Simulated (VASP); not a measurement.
Band structure of MoSi2 (MoSi2 type). These are rev-vdW-DF2, VASP's PBE PAW potentials (set 64) (plane waves; VASP 6.6.1) values and carry that method's errors.

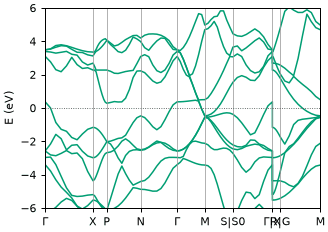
*Bands along high-symmetry lines, zero at the valence-band maximum or, without a gap, the Fermi level*

### Question
Read the plot: is there a gap, and where are the band edges?

### Answer
It has no gap at this level: it comes out as a metal or semimetal. (Edges off the drawn lines would not show.)

The compound is MoSi2 in the MoSi2 type structure. It was relaxed first.
